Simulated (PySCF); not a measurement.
# S2F2 (Difluorodisulfane): levels of theory compared

Wanted: a comparison of 6 runs (B2PLYP/6-311+G**, M06-L/6-311+G**, PBE/6-311+G**, TPSS/6-311+G**, wB97M-V/6-311+G**, wB97X/6-311+G**) of S2F2 (Difluorodisulfane). 

The results are computed with PySCF 2.14.0.

4 further runs of the same task are left out: 4 set aside as unsound or not needed.

### Step 1. The system as given

S2F2 has 4 atoms, charge 0, and is taken as a singlet. As SMILES, `FSSF`. The coordinates come from a GFN2-xTB relaxation.

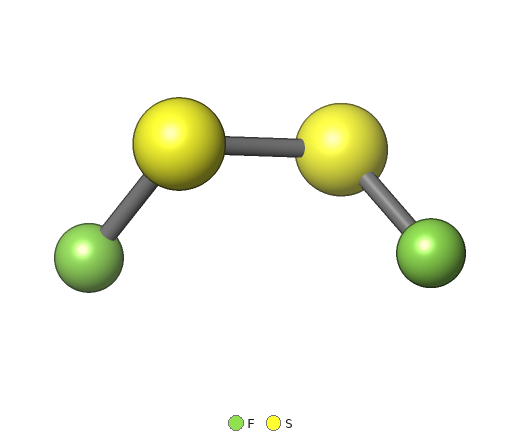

Viewed from a chosen angle; fluorine green, sulfur yellow.

### Step 2. The energy at B2PLYP/6-311+G(d,p) (run 1)

calc.py

```python
# Difluorodisulfane
from pyscf import gto, dft, mp

mol = gto.M(
    atom=[
    ('F', (-1.807340, -0.221690, -0.627860)),
    ('S', (-0.459150, 0.805490, -0.623660)),
    ('S', (1.055580, -0.303530, -0.217800)),
    ('F', (1.210900, -0.280260, 1.469320)),
],
    basis='6-311+g**',
    spin=0,
    charge=0,
    max_memory=1860,
    verbose=3,
)

ks = dft.RKS(mol)
ks.xc = '0.53*HF + 0.47*B88, 0.73*LYP'
ks.conv_tol = 1e-10
ks.grids.level = 5
ks.kernel()
if not ks.converged:
    ks = ks.newton().run(ks.mo_coeff, ks.mo_occ)

pt = mp.MP2(ks, frozen=12).run()
e_tot = ks.e_tot + 0.27 * pt.e_corr
print('PT2 part  %.8f' % (0.27 * pt.e_corr))
print('E(%s) = %.9f' % ('B2PLYP', e_tot))
```

Command:

```sh
$ OMP_NUM_THREADS=1 python calc.py
```

The program printed:

```text
converged SCF energy = -995.454465192272
E(RMP2) = -996.30960950901  E_corr = -0.855144316738461
E(SCS-RMP2) = -996.279813229586  E_corr = -0.825348037314066
PT2 part  -0.23088897
E(B2PLYP) = -995.685354158
```

Wall time 15 s (1 thread of Arm Neoverse V2, shared host); peak memory 0.53 GiB.

### Step 3. The energy at M06-L/6-311+G(d,p) (run 2)

calc.py

```python
from pyscf import gto, dft

molecule = gto.M(
    atom=[
    ('F', (-1.807340, -0.221690, -0.627860)),
    ('S', (-0.459150, 0.805490, -0.623660)),
    ('S', (1.055580, -0.303530, -0.217800)),
    ('F', (1.210900, -0.280260, 1.469320)),
],
    verbose=4,
    basis='6-311+g**',
    max_memory=1860,
    spin=0,
)

ks = dft.RKS(molecule, xc='m06-l')
ks.conv_tol = 1e-10
ks.grids.level = 5
ks.kernel()
if not ks.converged:
    ks = ks.newton().run(ks.mo_coeff, ks.mo_occ)

energy = ks.e_tot
print('E(%s) = %.9f' % ('M06-L', energy))
```

Command:

```sh
$ OMP_NUM_THREADS=1 python calc.py
```

The program printed:

```text
PySCF version 2.14.0

[... 74 lines left out ...]
converged SCF energy = -996.063090042177
E(M06-L) = -996.063090042
```

Wall time 29 s (1 thread of Arm Neoverse V2, shared host); peak memory 0.59 GiB.

Runs 3 to 5 aren't shown in full; the table further down has their settings and results.

### Step 4. A single-point energy at wB97X/6-311+G(d,p) (run 6)

mol.xyz

```xyz
4

F     -1.807340    -0.221690    -0.627860
S     -0.459150     0.805490    -0.623660
S      1.055580    -0.303530    -0.217800
F      1.210900    -0.280260     1.469320
```

input.py

```python
from pyscf import gto, dft

mol = gto.Mole()
mol.atom = 'mol.xyz'
mol.verbose = 3
mol.max_memory = 1860
mol.basis = '6-311+g**'
mol.build()

mf = dft.RKS(mol, xc='wb97x')
mf.grids.level = 5
mf.conv_tol = 1e-10
mf.kernel()
if not mf.converged:
    mf = mf.newton().run(mf.mo_coeff, mf.mo_occ)

energy = mf.e_tot
print(f'total energy: {energy:.8f} hartree')
```

Command:

```sh
$ OMP_NUM_THREADS=1 python input.py
```

The program printed:

```text
converged SCF energy = -996.03842690729
total energy: -996.03842691 hartree
```

Run time: 22 s. Hardware: 1 thread of Arm Neoverse V2, shared host; peak memory 0.54 GiB.

### Step 5. All runs side by side

```
run              level  frozen core orbitals  nlc grid  energy (Eh)  dipole moment (D)  HOMO energy (eV)  LUMO energy (eV)  wall time
  1   B2PLYP/6-311+G**                    12         –  -995.685354               2.36            -10.13             -1.09       15 s
  2    M06-L/6-311+G**                     –         –  -996.063090               2.18             -7.72             -3.14       29 s
  3      PBE/6-311+G**                     –         –  -995.595217               2.02             -7.59             -3.47       15 s
  4     TPSS/6-311+G**                     –         –  -996.169384               2.03             -7.69             -3.37       32 s
  5  wB97M-V/6-311+G**                     –         1  -996.010794               2.27            -11.15             -0.39       64 s
  6    wB97X/6-311+G**                     –         –  -996.038427               2.25            -11.32             -0.32       22 s
```

### Step 6. Summary of results

| quantity | value |
| --- | --- |
| run 6: total energy | -996.03843 Eh |
| run 6: dipole moment | 2.25 D |
| run 6: HOMO energy | -11.32 eV |
| run 6: LUMO energy | -0.32 eV |
| run 6: HOMO–LUMO gap | 11.00 eV |

In words: The dipole moment (its size) runs from 2.02 D (PBE/6-311+G**) to 2.36 D (B2PLYP/6-311+G**). A double hybrid's value is that of its SCF part. The HOMO–LUMO gap runs from 4.12 eV (PBE/6-311+G**) to 11.00 eV (wB97X/6-311+G**). Totals of different functionals can't be ranked against each other. All runs together took 3 min, the longest 64 s.
